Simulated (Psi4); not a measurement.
# C₄H₉Cl: single-point calculation

The run: single-point calculation of C₄H₉Cl, SMILES CCCCCl. Method and program: HSE06/6-31G*, RKS (Psi4 1.11).

The geometry comes from this level: PBE0-D4/def2-TZVP.

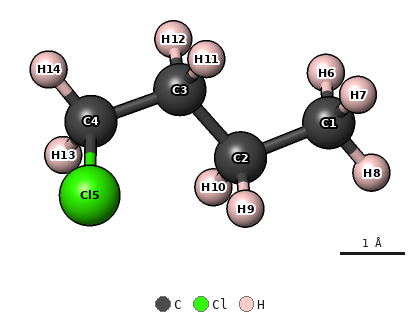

**Figure 1.** The structure (ball-and-stick view, seen at a tilt; atoms are numbered from 1 in the order of the input).

Summary:

```tsv
quantity	value
outcome	converged
total energy	−617.712727 hartree
basis functions	92
HOMO	−7.74 eV
LUMO	0.94 eV
dipole moment	2.14 D
hardware	1 thread of Intel Xeon @ 2.90GHz (Ice Lake), 64 GiB of memory available, shared host
wall time	95 s
peak memory	1 GiB
```

The input (job.py):
```python
import psi4

psi4.set_memory(1600000000)
psi4.set_num_threads(1)
psi4.set_output_file('output.dat', False)

with open('c4h9cl.xyz') as f:
    atoms = ''.join(f.readlines()[2:])
m = psi4.geometry('0 1\n' + atoms + 'symmetry c1')

psi4.set_options({
    'basis': '6-31G*',
    'reference': 'rks',
    'puream': True,
    'e_convergence': 1e-09,
    'd_convergence': 1e-08,
    'scf_type': 'pk',
    'dft_radial_points': 99,
    'dft_spherical_points': 590,
})

e, wfn = psi4.energy("HSE06", molecule=m, return_wfn=True)
print(f'total energy {e:.8f} hartree = {e * 27.211386:.5f} eV')
for k, v in sorted(psi4.core.scalar_variables().items()):
    print(f'{k:45s} {v:18.10f}')
```

File c4h9cl.xyz:
```
14
C4H9Cl
C     -1.524400     0.759500     0.972100
C     -0.619100     0.408500    -0.195200
C      0.553200    -0.463500     0.220100
C      1.473800    -0.851500    -0.912800
Cl     2.323200     0.561500    -1.610000
H     -1.939800    -0.138700     1.438100
H     -0.976300     1.307300     1.743600
H     -2.360800     1.385100     0.653500
H     -0.238300     1.323100    -0.658700
H     -1.195700    -0.111200    -0.969500
H      1.135500     0.036600     1.001100
H      0.177600    -1.396000     0.661200
H      0.925600    -1.313600    -1.734800
H      2.252500    -1.536300    -0.579900
```

Launched with:
```bash
python job.py
```

What the program printed:
```
Psi4 1.11 release

   => Loading Basis Set <=

    Name: 6-31G*
    Role: ORBITAL
    Keyword: BASIS

         ---------------------------------------------------------
                                   SCF
                              RKS Reference
                        1 Threads,   1525 MiB Core
         ---------------------------------------------------------

  ==> Geometry <==

    Molecular point group: c1
    Full point group: C1

    Geometry (in Angstrom), charge = 0, multiplicity = 1:

       Center              X                  Y                   Z               Mass
    ------------   -----------------  -----------------  -----------------  -----------------
         C           -2.367567949996     0.570191270096     1.555793062425    12.000000000000
         C           -1.462267949996     0.219191270096     0.388493062425    12.000000000000
         C           -0.289967949996    -0.652808729904     0.803793062425    12.000000000000
         C            0.630632050004    -1.040808729904    -0.329106937575    12.000000000000
         CL           1.480032050004     0.372191270096    -1.026306937575    34.968852682000
         H           -2.782967949996    -0.328008729904     2.021793062425     1.007825032230
         H           -1.819467949996     1.117991270096     2.327293062425     1.007825032230
         H           -3.203967949996     1.195791270096     1.237193062425     1.007825032230
         H           -1.081467949996     1.133791270096    -0.075006937575     1.007825032230
         H           -2.038867949996    -0.300508729904    -0.385806937575     1.007825032230
         H            0.292332050004    -0.152708729904     1.584793062425     1.007825032230
         H           -0.665567949996    -1.585308729904     1.244893062425     1.007825032230
         H            0.082432050004    -1.502908729904    -1.151106937575     1.007825032230
         H            1.409332050004    -1.725608729904     0.003793062425     1.007825032230

  Running in c1 symmetry.

  Rotational constants: A =      0.31738  B =      0.05691  C =      0.05173 [cm^-1]
  Rotational constants: A =   9514.79075  B =   1706.03742  C =   1550.80286 [MHz]
  Nuclear repulsion =  225.422265171395651

  Charge       = 0
  Multiplicity = 1
  Electrons    = 50
  Nalpha       = 25
  Nbeta        = 25

  ==> Algorithm <==

  SCF Algorithm Type is PK.
  DIIS enabled.
  MOM disabled.
  Fractional occupation disabled.
  Guess Type is SAD.
  Energy threshold   = 1.00e-09
  Density threshold  = 1.00e-08
  Integral threshold = 1.00e-12

  ==> Primary Basis <==

  Basis Set: 6-31G*
    Blend: 6-31G*
    Number of shells: 50
    Number of basis functions: 92
    Number of Cartesian functions: 97
    Spherical Harmonics?: true
    Max angular momentum: 2

  ==> DFT Potential <==

   => LibXC <=

    Version 7.1.2

   => Composite Functional: HSE06 <=

    HSE06 Hyb-GGA Exchange-Correlation Functional

    Deriv               =              1
    GGA                 =           TRUE
    Meta                =          FALSE

    Exchange Hybrid     =           TRUE
    MP2 Hybrid          =          FALSE

   => Exchange Functionals <=

    1.0000   short-range part of the PBE (default w=0 gives PBEh) [omega = 0.1100]
    -0.2500   short-range part of the PBE (default w=0 gives PBEh) [omega = 0.1100]

   => Exact (HF) Exchange <=

    -0.2500            HF,LR [omega = 0.1100]
    0.2500               HF

   => Correlation Functionals <=

    1.0000   Perdew, Burke & Ernzerhof

   => LibXC Density Thresholds  <==

    XC_HYB_GGA_XC_HSE06:  1.00E-15

   => Molecular Quadrature <=

    Radial Scheme          =       TREUTLER
    Pruning Scheme         =           NONE
    Nuclear Scheme         =       TREUTLER

    Blocking Scheme        =         OCTREE
    BS radius alpha        =              1
    Pruning alpha          =              1
    Radial Points          =             99
    Spherical Points       =            590
    Total Points           =         758007
    Total Blocks           =           5312
    Max Points             =            256
    Max Functions          =             90
    Weights Tolerance      =       1.00E-15

  ==> Integral Setup <==

  Using in-core PK algorithm.
   Calculation information:
      Number of atoms:                  14
      Number of AO shells:              50
      Number of primitives:            123
      Number of atomic orbitals:        97
      Number of basis functions:        92

      Integral cutoff                 1.00e-12
      Number of threads:                 1

  Performing in-core PK
  Using 27458343 doubles for integral storage.
  We computed 717971 shell quartets total.
  Whereas there are 813450 unique shell quartets.

  Computing range-separated integrals for PK
  We computed 717971 wK shell quartets total.
  Whereas there are 813450 wK unique shell quartets.

  ==> DiskJK: Disk-Based J/K Matrices <==

    J tasked:                  Yes
    K tasked:                  Yes
    wK tasked:                 Yes
    Omega:               1.100E-01
    Memory [MiB]:              546
    Schwarz Cutoff:          1E-12

  Cached 33.3% of DFT collocation blocks in 0.527 [GiB].

  Minimum eigenvalue in the overlap matrix is 4.8525947478E-03.
  Reciprocal condition number of the overlap matrix is 8.8380843502E-04.
    Using symmetric orthogonalization.

  ==> Pre-Iterations <==

  SCF Guess: Superposition of Atomic Densities via on-the-fly atomic UHF (no occupation information).

   -------------------------
    Irrep   Nso     Nmo
   -------------------------
     A         92      92
   -------------------------
    Total      92      92
   -------------------------

  ==> Iterations <==

                        Total Energy        Delta E     RMS |[F,P]|

   @RKS iter SAD:  -617.19311806849169   -6.17193e+02   0.00000e+00
   @RKS iter   1:  -617.38511523938121   -1.91997e-01   8.37487e-03 DIIS/ADIIS
   @RKS iter   2:  -617.24544641404441    1.39669e-01   9.90114e-03 DIIS/ADIIS
   @RKS iter   3:  -617.71025439173513   -4.64808e-01   7.18487e-04 DIIS/ADIIS
   @RKS iter   4:  -617.71221912346107   -1.96473e-03   3.28646e-04 DIIS/ADIIS
   @RKS iter   5:  -617.71269004383225   -4.70920e-04   9.27266e-05 DIIS
   @RKS iter   6:  -617.71272584786607   -3.58040e-05   1.84724e-05 DIIS
   @RKS iter   7:  -617.71272727148948   -1.42362e-06   4.15923e-06 DIIS
   @RKS iter   8:  -617.71272734048841   -6.89989e-08   1.05481e-06 DIIS
   @RKS iter   9:  -617.71272734538547   -4.89706e-09   2.64570e-07 DIIS
   @RKS iter  10:  -617.71272734418778    1.19769e-09   2.59412e-08 DIIS
   @RKS iter  11:  -617.71272734419063   -2.84217e-12   1.07996e-08 DIIS
   @RKS iter  12:  -617.71272734419983   -9.20863e-12   2.42679e-09 DIIS
  Energy and wave function converged.

  ==> Post-Iterations <==

   Electrons on quadrature grid:
      Ntotal   =   50.0000021471 ; deviation = 2.147e-06

    Orbital Energies [Eh]
    ---------------------

    Doubly Occupied:

       1A   -101.670379     2A    -10.268137     3A    -10.219358
       4A    -10.208598     5A    -10.199105     6A     -9.494612
       7A     -7.227901     8A     -7.218427     9A     -7.218276
      10A     -0.867580    11A     -0.796442    12A     -0.723108
      13A     -0.634963    14A     -0.583881    15A     -0.479796
      16A     -0.459672    17A     -0.439693    18A     -0.421384
      19A     -0.387693    20A     -0.365558    21A     -0.349370
      22A     -0.334981    23A     -0.326329    24A     -0.287321
      25A     -0.284311

    Virtual:

      26A      0.034625    27A      0.087825    28A      0.108856
      29A      0.121418    30A      0.142926    31A      0.155074
      32A      0.172165    33A      0.173560    34A      0.183279
      35A      0.191482    36A      0.229626    37A      0.236145
      38A      0.249816    39A      0.415774    40A      0.445718
      41A      0.464541    42A      0.475923    43A      0.495742
      44A      0.527618    45A      0.540489    46A      0.551252
      47A      0.596357    48A      0.616335    49A      0.652327
      50A      0.659962    51A      0.696824    52A      0.764583
      53A      0.780632    54A      0.818087    55A      0.847496
      56A      0.863363    57A      0.892396    58A      0.903982
      59A      0.906245    60A      0.915980    61A      0.919239
      62A      0.944838    63A      0.966233    64A      0.976037
      65A      0.999326    66A      1.015361    67A      1.042123
      68A      1.117904    69A      1.149556    70A      1.398723
      71A      1.429748    72A      1.470087    73A      1.495984
      74A      1.613994    75A      1.674753    76A      1.828719
      77A      1.869137    78A      1.902331    79A      1.943185
      80A      1.958649    81A      2.001574    82A      2.057168
      83A      2.148225    84A      2.222638    85A      2.254543
      86A      2.284837    87A      2.376733    88A      2.399200
      89A      2.403234    90A      2.551493    91A      2.684918
      92A      2.752927

    Final Occupation by Irrep:
              A
    DOCC [    25 ]
    NA   [    25 ]
    NB   [    25 ]

  @RKS Final Energy:  -617.71272734419983

   => Energetics <=

    Nuclear Repulsion Energy =            225.4222651713956509
    One-Electron Energy =               -1293.9850135947044691
    Two-Electron Energy =                 491.7993693012437575
    DFT Exchange-Correlation Energy =     -40.9493482221346667
    Empirical Dispersion Energy =           0.0000000000000000
    VV10 Nonlocal Energy =                  0.0000000000000000
    Total Energy =                       -617.7127273441997204

Computation Completed

Properties will be evaluated at   0.000000,   0.000000,   0.000000 [a0]

Properties computed using the SCF density matrix

 Multipole Moments:

 ------------------------------------------------------------------------------------
     Multipole            Electronic (a.u.)      Nuclear  (a.u.)        Total (a.u.)
 ------------------------------------------------------------------------------------

 L = 1.  Multiply by 2.5417464519 to convert [e a0] to [Debye]
 Dipole X            :         10.0718018          -10.5497693           -0.4779675
 Dipole Y            :          1.7767234           -2.3539118           -0.5771884
 Dipole Z            :         -6.9370565            7.3216553            0.3845988
 Magnitude           :                                                    0.8423275

 ------------------------------------------------------------------------------------

	total time  =         93 seconds =       1.55 minutes
```

Standard output:
```
total energy -617.71272734 hartree = -16808.81946 eV
CURRENT ENERGY                                   -617.7127273442
CURRENT REFERENCE ENERGY                         -617.7127273442
DD SOLVATION ENERGY                                 0.0000000000
DFT FUNCTIONAL TOTAL ENERGY                      -617.7127273442
DFT TOTAL ENERGY                                 -617.7127273442
DFT VV10 ENERGY                                     0.0000000000
DFT XC ENERGY                                     -40.9493482221
GRID ELECTRONS ALPHA                               25.0000010735
GRID ELECTRONS BETA                                25.0000010735
GRID ELECTRONS TOTAL                               50.0000021471
NUCLEAR REPULSION ENERGY                          225.4222651714
ONE-ELECTRON ENERGY                             -1293.9850135947
PCM POLARIZATION ENERGY                             0.0000000000
PE ENERGY                                           0.0000000000
SCF ITERATION ENERGY                             -617.7127273442
SCF ITERATIONS                                     12.0000000000
SCF TOTAL ENERGY                                 -617.7127273442
TWO-ELECTRON ENERGY                               491.7993693012
XC GRID RADIAL POINTS                              99.0000000000
XC GRID SPHERICAL POINTS                          590.0000000000
XC GRID TOTAL POINTS                           758007.0000000000
```

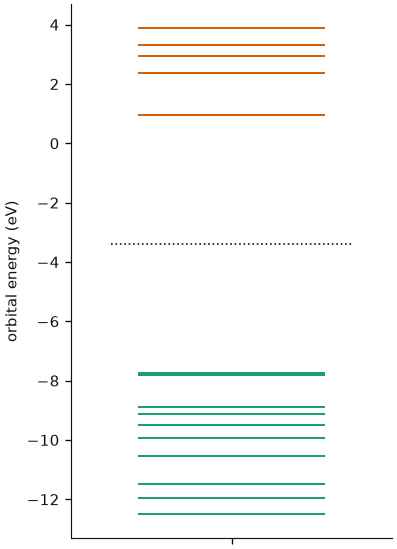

**Figure 2.** Orbital energies near the frontier; the dotted line parts filled from empty levels, and levels within 0.02 eV of each other stand side by side. Highest filled −7.74 eV, lowest empty 0.94 eV, 8.68 eV apart.
